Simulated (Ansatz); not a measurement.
**Molecular dynamics of C5H3NO (part 2 of 3)**

C5H3NO; UKS PBE-d3bj/6-31G* (Ansatz 0.2.0). The geometry comes from this level: PBE0-D4/def2-TZVP.

Geometry of the input (Å):
```
N  1.1348  -3.1191  0.6452
C  0.7822  -2.0450  0.4218
C  0.3196  -0.7416  0.1517
C  -0.9379  -0.2257  0.0737
C  -0.7755  1.1501  -0.2293
C  0.5626  1.3599  -0.3105
O  1.2433  0.2239  -0.0827
H  -1.8557  -0.7724  0.2170
H  -1.5504  1.8862  -0.3681
H  1.1605  2.2324  -0.5158
```

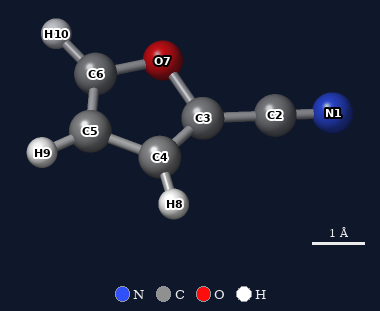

Figure 1. The geometry at step 17 of the log (ball-and-stick view, seen at a tilt; atoms are numbered from 1 in the order of the input).

## Trajectory as extended XYZ, continued
```
10
Properties=species:S:1:pos:R:3:forces:R:3 step=3 time_fs=3.0 energy=-8758.95413 temperature=278.5
N     1.1479   -3.1228    0.6452    1.2486  -3.9272   0.8221
C     0.7767   -2.0647    0.4230   -1.2503   4.8120  -1.0231
C     0.3453   -0.7158    0.1379   -2.6973  -3.1125   0.9530
C    -0.9702   -0.2115    0.0854    0.6644  -1.1696  -0.0725
C    -0.7697    1.1456   -0.2263   -1.3416   0.8693  -0.2833
C     0.5746    1.3642   -0.3220   -1.2198  -0.7911   0.3369
O     1.2327    0.2178   -0.0728    2.3292   0.9324  -0.3683
H    -1.9180   -0.7861    0.1843    0.7469   0.4498   0.0059
H    -1.5867    1.8528   -0.4009    0.2991   0.1127   0.0568
H     1.1746    2.1874   -0.4943    1.2208   1.8242  -0.4274
10
Properties=species:S:1:pos:R:3:forces:R:3 step=5 time_fs=5.0 energy=-8758.96762 temperature=286.2
N     1.1608   -3.1384    0.6479    0.1065  -0.7635   0.1548
C     0.7682   -2.0594    0.4199   -0.0011   1.5997  -0.3501
C     0.3531   -0.7100    0.1322   -3.8832  -3.4673   1.1803
C    -0.9897   -0.2060    0.0930    1.9331  -1.1099  -0.2702
C    -0.7708    1.1456   -0.2254   -1.4345   0.9877  -0.3869
C     0.5784    1.3645   -0.3285    0.3099   1.3727  -0.0143
O     1.2323    0.2161   -0.0672    2.5554   1.3801  -0.5280
H    -1.9304   -0.7776    0.1629    0.5099   0.2923   0.0870
H    -1.6006    1.8374   -0.4207    0.4472   0.1606   0.0963
H     1.2371    2.2370   -0.4989   -0.5431  -0.4524   0.0310
10
Properties=species:S:1:pos:R:3:forces:R:3 step=6 time_fs=6.0 energy=-8758.91908 temperature=242.4
N     1.1676   -3.1476    0.6496   -0.5475   1.0032  -0.2218
C     0.7637   -2.0541    0.4177    0.7177  -0.3522   0.0652
C     0.3525   -0.7113    0.1308   -4.0289  -3.1766   1.1759
C    -0.9974   -0.2046    0.0964    2.5940  -0.8192  -0.3892
C    -0.7731    1.1468   -0.2254   -1.1916   0.8787  -0.3906
C     0.5803    1.3659   -0.3317    0.7372   1.9362  -0.0722
O     1.2343    0.2165   -0.0648    2.3655   1.3867  -0.5550
H    -1.9282   -0.7684    0.1533    0.1357   0.0555   0.1369
H    -1.6013    1.8317   -0.4293    0.3579   0.2733   0.0853
H     1.2649    2.2607   -0.5018   -1.1399  -1.1855   0.1654
10
Properties=species:S:1:pos:R:3:forces:R:3 step=7 time_fs=7.0 energy=-8758.87508 temperature=202.7
N     1.1740   -3.1561    0.6511   -1.0951   2.4606  -0.5353
C     0.7598   -2.0491    0.4156    1.3205  -2.0403   0.4282
C     0.3487   -0.7151    0.1303   -3.8650  -2.6192   1.1029
C    -1.0030   -0.2039    0.0996    3.1238  -0.4665  -0.5014
C    -0.7764    1.1487   -0.2256   -0.7723   0.7073  -0.3717
C     0.5829    1.3689   -0.3350    0.7800   1.9830  -0.0246
O     1.2378    0.2177   -0.0628    1.9826   1.2357  -0.5472
H    -1.9247   -0.7588    0.1449   -0.2652  -0.1971   0.1786
H    -1.5985    1.8287   -0.4370    0.1912   0.4128   0.0588
H     1.2817    2.2731   -0.5031   -1.4005  -1.4763   0.2116
10
Properties=species:S:1:pos:R:3:forces:R:3 step=8 time_fs=8.0 energy=-8758.87739 temperature=205.5
N     1.1797   -3.1630    0.6522   -1.4795   3.4725  -0.7558
C     0.7569   -2.0457    0.4139    1.7389  -3.2747   0.6981
C     0.3417   -0.7210    0.1306   -3.4291  -1.8992   0.9832
C    -1.0060   -0.2036    0.1024    3.3481  -0.1773  -0.5942
C    -0.7803    1.1511   -0.2262   -0.2548   0.5377  -0.3474
C     0.5861    1.3734   -0.3383    0.4725   1.5673   0.1126
O     1.2425    0.2197   -0.0611    1.4586   0.9631  -0.5136
H    -1.9237   -0.7510    0.1383   -0.5202  -0.3598   0.2051
H    -1.5939    1.8296   -0.4443    0.0082   0.5295   0.0312
H     1.2851    2.2714   -0.5024   -1.3427  -1.3590   0.1807
10
Properties=species:S:1:pos:R:3:forces:R:3 step=9 time_fs=9.0 energy=-8758.93201 temperature=255.9
N     1.1843   -3.1674    0.6528   -1.6809   4.0008  -0.8743
C     0.7554   -2.0449    0.4127    1.9418  -3.9646   0.8547
C     0.3320   -0.7285    0.1318   -2.7754  -1.1483   0.8434
C    -1.0064   -0.2035    0.1047    3.1378  -0.0431  -0.6629
C    -0.7844    1.1540   -0.2271    0.2557   0.4369  -0.3377
C     0.5896    1.3792   -0.3414   -0.1654   0.7124   0.3293
O     1.2481    0.2222   -0.0597    0.8625   0.6249  -0.4661
H    -1.9277   -0.7466    0.1336   -0.4985  -0.3552   0.2163
H    -1.5892    1.8355   -0.4512   -0.1188   0.5674   0.0216
H     1.2757    2.2566   -0.4999   -0.9590  -0.8312   0.0757
10
Properties=species:S:1:pos:R:3:forces:R:3 step=10 time_fs=10.0 energy=-8758.99908 temperature=317.6
N     1.1878   -3.1691    0.6528   -1.6943   4.0443  -0.8898
C     0.7555   -2.0473    0.4122    1.9141  -4.0668   0.8883
C     0.3201   -0.7369    0.1336   -1.9601  -0.4906   0.7079
C    -1.0043   -0.2033    0.1065    2.5137  -0.0579  -0.7100
C    -0.7882    1.1573   -0.2282    0.6685   0.4441  -0.3555
C     0.5930    1.3856   -0.3444   -1.1018  -0.5484   0.6135
O     1.2542    0.2251   -0.0586    0.2600   0.2772  -0.4149
H    -1.9365   -0.7457    0.1310   -0.2115  -0.1942   0.2174
H    -1.5856    1.8469   -0.4579   -0.1401   0.4898   0.0439
H     1.2570    2.2339   -0.4968   -0.2486   0.1025  -0.1009
10
Properties=species:S:1:pos:R:3:forces:R:3 step=11 time_fs=11.0 energy=-8759.03000 temperature=348.4
N     1.1902   -3.1680    0.6522   -1.5162   3.6027  -0.8013
C     0.7571   -2.0530    0.4124    1.6473  -3.5625   0.7944
C     0.3066   -0.7457    0.1361   -1.0357  -0.0125   0.5938
C    -1.0002   -0.2032    0.1077    1.6389  -0.1316  -0.7396
C    -0.7916    1.1609   -0.2297    0.9403   0.5450  -0.3966
C     0.5956    1.3916   -0.3468   -2.1446  -1.9810   0.9183
O     1.2605    0.2282   -0.0578   -0.3001  -0.0384  -0.3668
H    -1.9474   -0.7466    0.1305    0.1962   0.0350   0.2131
H    -1.5834    1.8630   -0.4642   -0.0573   0.3036   0.0978
H     1.2360    2.2121   -0.4946    0.6311   1.2397  -0.3131
10
Properties=species:S:1:pos:R:3:forces:R:3 step=13 time_fs=13.0 energy=-8759.06985 temperature=389.1
N     1.1919   -3.1590    0.6495   -0.5813   1.2860  -0.3141
C     0.7639   -2.0721    0.4146    0.4171  -0.8317   0.2422
C     0.2778   -0.7631    0.1422    0.9294   0.3350   0.4470
C    -0.9886   -0.2034    0.1083   -0.1161  -0.0871  -0.7579
C    -0.7959    1.1696   -0.2335    1.1130   0.7514  -0.4578
C     0.5950    1.3979   -0.3493   -2.6102  -2.9101   1.1297
O     1.2722    0.2341   -0.0567   -1.1956  -0.5048  -0.2879
H    -1.9599   -0.7455    0.1355    0.7476   0.3396   0.1956
H    -1.5793    1.9016   -0.4733    0.2082  -0.1750   0.2282
H     1.2178    2.2115   -0.5005    1.0879   1.7968  -0.4251
10
Properties=species:S:1:pos:R:3:forces:R:3 step=14 time_fs=14.0 energy=-8759.09651 temperature=410.6
N     1.1920   -3.1527    0.6477    0.1235  -0.4446   0.0546
C     0.7680   -2.0833    0.4161   -0.4576   1.1535  -0.1659
C     0.2641   -0.7714    0.1459    1.8518   0.3008   0.3999
C    -0.9827   -0.2036    0.1077   -0.7436   0.1136  -0.7529
C    -0.7968    1.1748   -0.2360    1.0930   0.7132  -0.4329
C     0.5915    1.3975   -0.3492   -1.6991  -1.9539   0.9389
O     1.2771    0.2367   -0.0565   -1.5176  -0.6519  -0.2572
H    -1.9564   -0.7406    0.1409    0.7238   0.3292   0.1848
H    -1.5749    1.9195   -0.4749    0.2724  -0.3402   0.2635
H     1.2250    2.2380   -0.5098    0.3535   0.7803  -0.2327
10
Properties=species:S:1:pos:R:3:forces:R:3 step=15 time_fs=15.0 energy=-8759.04878 temperature=366.1
N     1.1922   -3.1467    0.6459    0.8651  -2.2473   0.4400
C     0.7719   -2.0936    0.4175   -1.3498   3.1649  -0.5797
C     0.2520   -0.7795    0.1499    2.6456   0.2451   0.3516
C    -0.9773   -0.2037    0.1064   -1.1108   0.4246  -0.7442
C    -0.7967    1.1805   -0.2388    1.0553   0.5331  -0.3594
C     0.5866    1.3956   -0.3483   -0.6216  -0.8057   0.6847
O     1.2811    0.2389   -0.0564   -1.7579  -0.7468  -0.2324
H    -1.9460   -0.7325    0.1480    0.4789   0.2058   0.1764
H    -1.5678    1.9342   -0.4739    0.2455  -0.4021   0.2634
H     1.2355    2.2719   -0.5213   -0.4503  -0.3717  -0.0004
10
Properties=species:S:1:pos:R:3:forces:R:3 step=16 time_fs=16.0 energy=-8758.94088 temperature=267.3
N     1.1930   -3.1422    0.6445    1.4734  -3.7002   0.7502
C     0.7746   -2.1014    0.4184   -2.0636   4.7303  -0.8977
C     0.2419   -0.7874    0.1542    3.2435   0.2579   0.2883
C    -0.9729   -0.2035    0.1046   -1.2055   0.7976  -0.7343
C    -0.7958    1.1867   -0.2419    1.0192   0.2166  -0.2428
C     0.5812    1.3930   -0.3469    0.2622   0.0627   0.4632
O     1.2840    0.2406   -0.0564   -1.9206  -0.7990  -0.2128
H    -1.9309   -0.7225    0.1568    0.0582  -0.0025   0.1738
H    -1.5584    1.9450   -0.4705    0.1264  -0.3535   0.2283
H     1.2418    2.3023   -0.5328   -0.9932  -1.2098   0.1838
10
Properties=species:S:1:pos:R:3:forces:R:3 step=17 time_fs=17.0 energy=-8758.85073 temperature=184.3
N     1.1948   -3.1403    0.6435    1.7667  -4.3650   0.8894
C     0.7757   -2.1053    0.4186   -2.3975   5.3753  -1.0177
C     0.2344   -0.7951    0.1587    3.5918   0.4075   0.1995
C    -0.9694   -0.2027    0.1022   -1.0971   1.1453  -0.7204
C    -0.7941    1.1931   -0.2452    0.9763  -0.1996  -0.0979
C     0.5760    1.3904   -0.3451    0.8654   0.5391   0.3058
O     1.2858    0.2419   -0.0566   -2.0095  -0.8202  -0.1967
H    -1.9153   -0.7124    0.1673   -0.4220  -0.2332   0.1771
H    -1.5478    1.9525   -0.4648   -0.0592  -0.2162   0.1680
H     1.2385    2.3212   -0.5425   -1.2150  -1.6330   0.2930
10
Properties=species:S:1:pos:R:3:forces:R:3 step=18 time_fs=18.0 energy=-8758.84033 temperature=174.4
N     1.1978   -3.1414    0.6432    1.6465  -4.0194   0.8090
C     0.7748   -2.1050    0.4179   -2.2411   4.8596  -0.8885
C     0.2298   -0.8025    0.1633    3.6627   0.7316   0.0794
C    -0.9668   -0.2009    0.0992   -0.9447   1.3510  -0.6886
C    -0.7916    1.1994   -0.2486    0.8901  -0.6475   0.0534
C     0.5715    1.3883   -0.3431    1.1921   0.6401   0.2182
O     1.2863    0.2426   -0.0569   -2.0273  -0.8215  -0.1823
H    -1.9038   -0.7046    0.1795   -0.7776  -0.3911   0.1763
H    -1.5377    1.9578   -0.4575   -0.2583  -0.0424   0.1000
H     1.2236    2.3244   -0.5495   -1.1424  -1.6603   0.3231
10
Properties=species:S:1:pos:R:3:forces:R:3 step=19 time_fs=19.0 energy=-8758.90686 temperature=234.7
N     1.2019   -3.1453    0.6434    1.1594  -2.8021   0.5395
C     0.7722   -2.1007    0.4166   -1.6401   3.3245  -0.5428
C     0.2282   -0.8093    0.1681    3.4623   1.2322  -0.0722
C    -0.9649   -0.1980    0.0957   -0.9168   1.3180  -0.6160
C    -0.7884    1.2051   -0.2519    0.7054  -1.0387   0.1872
C     0.5679    1.3867   -0.3408    1.2320   0.3607   0.2109
O     1.2856    0.2429   -0.0573   -1.9770  -0.8119  -0.1676
H    -1.8996   -0.7006    0.1934   -0.8407  -0.3917   0.1517
H    -1.5301    1.9628   -0.4493   -0.4004   0.0950   0.0449
H     1.1978    2.3117   -0.5533   -0.7840  -1.2861   0.2643
10
Properties=species:S:1:pos:R:3:forces:R:3 step=20 time_fs=20.0 energy=-8758.98182 temperature=302.2
N     1.2069   -3.1511    0.6440    0.4663  -1.1223   0.1709
C     0.7682   -2.0938    0.4148   -0.7680   1.2079  -0.0773
C     0.2293   -0.8151    0.1727    3.0293   1.8731  -0.2486
C    -0.9638   -0.1941    0.0916   -1.0594   1.0356  -0.4855
C    -0.7847    1.2100   -0.2551    0.3764  -1.2958   0.2866
C     0.5654    1.3854   -0.3384    0.9631  -0.3306   0.3025
O     1.2838    0.2427   -0.0578   -1.8637  -0.7984  -0.1507
H    -1.9036   -0.7003    0.2088   -0.5855  -0.2251   0.0876
H    -1.5264    1.9687   -0.4407   -0.4256   0.1325   0.0165
H     1.1644    2.2867   -0.5547   -0.1330  -0.4771   0.0980
10
Properties=species:S:1:pos:R:3:forces:R:3 step=22 time_fs=22.0 energy=-8758.91083 temperature=240.5
N     1.2172   -3.1638    0.6453   -0.8563   1.9678  -0.5007
C     0.7592   -2.0787    0.4114    0.9819  -2.8407   0.7940
C     0.2384   -0.8216    0.1814    1.7512   3.2254  -0.6107
C    -0.9642   -0.1841    0.0825   -1.3897   0.0969  -0.0919
C    -0.7766    1.2166   -0.2607   -0.6703  -1.3560   0.3902
C     0.5622    1.3812   -0.3328    0.0194  -2.2111   0.6523
O     1.2768    0.2408   -0.0590   -1.4844  -0.7929  -0.1028
H    -1.9240   -0.7036    0.2411    0.2757   0.2791  -0.1235
H    -1.5300    1.9836   -0.4229   -0.1233  -0.1025   0.0237
H     1.1020    2.2341   -0.5570    1.4959   1.7339  -0.4307
10
Properties=species:S:1:pos:R:3:forces:R:3 step=23 time_fs=23.0 energy=-8758.85840 temperature=194.2
N     1.2218   -3.1687    0.6456   -1.2843   2.9124  -0.7029
C     0.7555   -2.0738    0.4105    1.5690  -4.1076   1.0619
C     0.2454   -0.8213    0.1850    1.0789   3.6834  -0.7493
C    -0.9661   -0.1788    0.0778   -1.3302  -0.3455   0.1138
C    -0.7731    1.2182   -0.2631   -1.2453  -1.2573   0.4212
C     0.5608    1.3768   -0.3292    0.1123  -2.1866   0.6008
O     1.2719    0.2391   -0.0597   -1.2406  -0.8226  -0.0675
H    -1.9324   -0.7025    0.2560    0.5563   0.4386  -0.2202
H    -1.5346    1.9903   -0.4137    0.0891  -0.2636   0.0286
H     1.0886    2.2276   -0.5632    1.6949   1.9487  -0.4865
10
Properties=species:S:1:pos:R:3:forces:R:3 step=24 time_fs=24.0 energy=-8758.88621 temperature=218.0
N     1.2254   -3.1715    0.6453   -1.5102   3.3636  -0.7969
C     0.7531   -2.0723    0.4105    1.8646  -4.6462   1.1765
C     0.2532   -0.8180    0.1881    0.4833   3.8324  -0.8298
C    -0.9690   -0.1737    0.0731   -1.0585  -0.6791   0.2877
C    -0.7706    1.2188   -0.2652   -1.7099  -1.1541   0.4503
C     0.5594    1.3706   -0.3252    0.7945  -1.0836   0.2531
O     1.2662    0.2369   -0.0605   -0.9713  -0.8805  -0.0243
H    -1.9354   -0.6971    0.2689    0.6295   0.4757  -0.2800
H    -1.5383    1.9945   -0.4042    0.2471  -0.3645   0.0179
H     1.0915    2.2397   -0.5740    1.2308   1.1364  -0.2545
10
Properties=species:S:1:pos:R:3:forces:R:3 step=25 time_fs=25.0 energy=-8758.94615 temperature=273.8
N     1.2280   -3.1720    0.6445   -1.5291   3.3231  -0.7844
C     0.7522   -2.0745    0.4114    1.8511  -4.4136   1.1329
C     0.2614   -0.8116    0.1905   -0.0025   3.6120  -0.8411
C    -0.9728   -0.1692    0.0687   -0.5860  -0.8722   0.4098
C    -0.7695    1.2186   -0.2668   -1.9485  -1.0813   0.4769
C     0.5588    1.3635   -0.3209    1.6047   0.4461  -0.2264
O     1.2599    0.2343   -0.0613   -0.6778  -0.9525   0.0225
H    -1.9324   -0.6872    0.2790    0.4837   0.3824  -0.2891
H    -1.5396    1.9952   -0.3945    0.3036  -0.3659  -0.0112
H     1.1061    2.2628   -0.5872    0.5007  -0.0782   0.1102
10
Properties=species:S:1:pos:R:3:forces:R:3 step=26 time_fs=26.0 energy=-8758.99186 temperature=318.9
N     1.2295   -3.1702    0.6432   -1.3404   2.8028  -0.6696
C     0.7528   -2.0802    0.4132    1.5438  -3.4469   0.9411
C     0.2696   -0.8023    0.1922   -0.3860   3.0357  -0.7847
C    -0.9771   -0.1654    0.0645    0.0423  -0.9205   0.4707
C    -0.7700    1.2174   -0.2681   -1.8864  -1.0505   0.4971
C     0.5594    1.3568   -0.3169    2.1054   1.7428  -0.6451
O     1.2533    0.2310   -0.0621   -0.3578  -1.0122   0.0657
H    -1.9247   -0.6737    0.2865    0.1481   0.1741  -0.2433
H    -1.5381    1.9924   -0.3849    0.2427  -0.2586  -0.0549
H     1.1255    2.2851   -0.5994   -0.1116  -1.0666   0.4231
10
Properties=species:S:1:pos:R:3:forces:R:3 step=27 time_fs=27.0 energy=-8759.02154 temperature=348.9
N     1.2302   -3.1665    0.6414   -0.9492   1.8283  -0.4600
C     0.7546   -2.0887    0.4158    0.9838  -1.8569   0.6241
C     0.2775   -0.7905    0.1933   -0.7028   2.1774  -0.6716
C    -0.9813   -0.1623    0.0608    0.7252  -0.8611   0.4804
C    -0.7719    1.2154   -0.2690   -1.5236  -1.0477   0.5061
C     0.5617    1.3515   -0.3133    2.1578   2.5689  -0.9236
O     1.2464    0.2271   -0.0628   -0.0083  -1.0270   0.0969
H    -1.9157   -0.6584    0.2916   -0.2901  -0.1011  -0.1559
H    -1.5342    1.9871   -0.3759    0.0822  -0.0651  -0.1056
H     1.1439    2.2972   -0.6076   -0.4750  -1.6158   0.6092
10
Properties=species:S:1:pos:R:3:forces:R:3 step=28 time_fs=28.0 energy=-8759.04288 temperature=370.2
N     1.2302   -3.1615    0.6393   -0.3838   0.4774  -0.1744
C     0.7572   -2.0987    0.4189    0.2391   0.1668   0.2203
C     0.2849   -0.7770    0.1938   -0.9937   1.1410  -0.5173
C    -0.9849   -0.1599    0.0574    1.2885  -0.7803   0.4753
C    -0.7752    1.2125   -0.2695   -0.9430  -1.0241   0.4968
C     0.5657    1.3482   -0.3105    1.8032   2.9084  -1.0518
O     1.2395    0.2226   -0.0635    0.3716  -0.9615   0.1080
H    -1.9094   -0.6441    0.2952   -0.6703  -0.3548  -0.0650
H    -1.5295    1.9812   -0.3678   -0.1233   0.1581  -0.1527
H     1.1578    2.2939   -0.6099   -0.5883  -1.7309   0.6607
10
Properties=species:S:1:pos:R:3:forces:R:3 step=30 time_fs=30.0 energy=-8759.04379 temperature=370.4
N     1.2298   -3.1517    0.6349    0.8943  -2.4766   0.4345
C     0.7623   -2.1166    0.4253   -1.3215   4.2588  -0.5923
C     0.2970   -0.7481    0.1938   -1.5895  -1.0695  -0.1481
C    -0.9889   -0.1570    0.0518    1.3787  -0.9120   0.6044
C    -0.7833    1.2045   -0.2693    0.2961  -0.6060   0.3934
C     0.5776    1.3485   -0.3074    0.1541   2.0645  -0.8303
O     1.2265    0.2119   -0.0646    1.1959  -0.4856   0.0488
H    -1.9173   -0.6269    0.3009   -0.6164  -0.4535  -0.0587
H    -1.5253    1.9755   -0.3564   -0.3464   0.3645  -0.1969
H     1.1699    2.2404   -0.5965   -0.0454  -0.6846   0.3453
```
